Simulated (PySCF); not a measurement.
C$_{5}$H$_{13}$ClOSi

Input file:

```
{"job": {"kind": "nmr", "xc": "PBE0", "basis": "pcSseg-1"}, "charge": 0, "multiplicity": 1}
C      2.300561     0.840483     0.395208
C      2.134875    -0.541497    -0.232673
Si     0.603501    -0.668029    -1.357285
Cl     0.522749    -2.545099    -2.134193
C     -1.019450    -0.377168    -0.368860
C     -1.159840    -1.258722     0.873096
O     -0.973119     1.011615    -0.058880
C     -2.194821     1.571450     0.349291
H      1.400351     1.124690     0.932231
H      2.479817     1.588785    -0.372211
H      3.140389     0.851371     1.087665
H      2.071793    -1.289230     0.562181
H      3.031976    -0.785378    -0.805728
H      0.648837     0.285914    -2.465021
H     -1.890287    -0.561236    -1.020220
H     -2.130670    -1.125834     1.347788
H     -0.385361    -1.010790     1.595223
H     -1.058077    -2.303476     0.589811
H     -2.986940     1.363188    -0.380764
H     -2.034737     2.646732     0.412696
H     -2.510467     1.199174     1.330028
```

Launched as:

```sh
OMP_NUM_THREADS=1 python probes_run.py task.json out
```

Geometry: GFN2-xTB.

Method: PBE0/pcSseg-1, SCF density, gas phase, non-relativistic (PySCF).

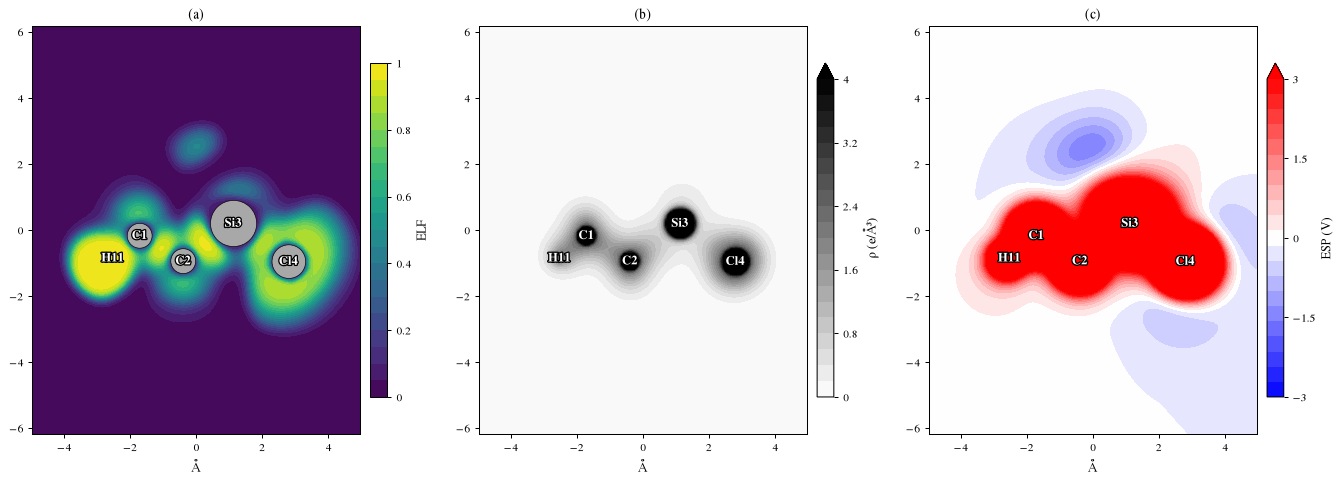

Figure 1. (a) electron localisation function; (b) total electron density; (c) molecular electrostatic potential on the plane of atoms C2, Si3 and Cl4. Grey discs cover the atomic cores in the ELF map.

Describe what can be read from this map.

Answer.
- Atoms in the plane: C, Si, Cl and H.
- C–C (1.53 Å): the density is about 1.6 e/Å³ at the midpoint; the ELF peaks at about 0.95 between the atoms (a shared electron pair).
- C–Si (1.90 Å): the density is about 0.93 e/Å³ at the midpoint; the ELF peaks at about 0.95 between the atoms (a covalent bond).
- Si–Cl (2.03 Å): ρ is about 0.93 e/Å³ halfway; the ELF peaks at about 0.90 between the atoms; a polar covalent bond.
- C–H (1.09 Å): ρ is about 2 e/Å³ halfway; the ELF climbs to about 1 towards the hydrogen, as it does in any bond to H: a covalent bond by its length.
- The ELF also peaks beside Cl4, away from the bonds: lone-pair regions.
- Outside the dense part of the molecule the potential is most negative (−1.6 V) near O7, which lies off the plane.

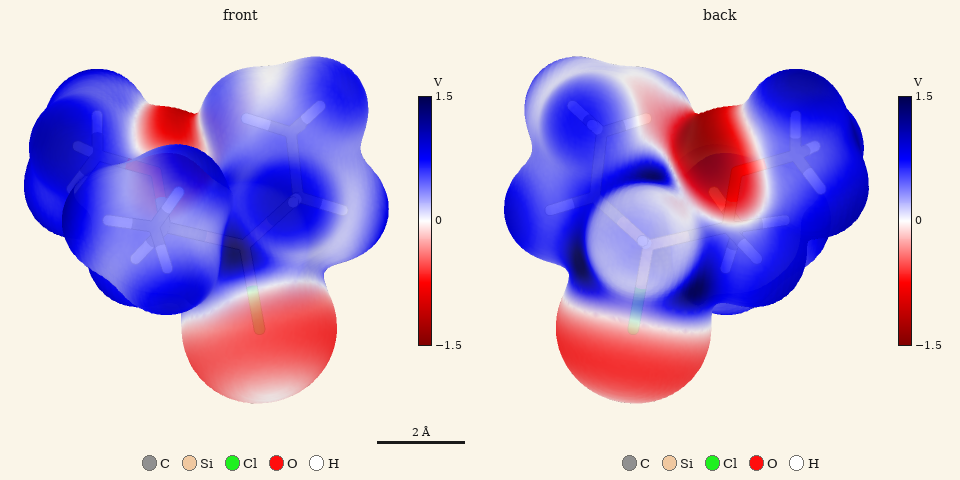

Figure 2. The molecular electrostatic potential painted on the density surface at 0.004 e/bohr³, seen from the front and from behind; red is negative and blue positive.

Where is the surface potential most negative and most positive?

Answer. The most negative region (about −1.4 V) lies over O7, the most positive (about +1.4 V) over Si3. O7 is the likeliest acceptor of a hydrogen bond.
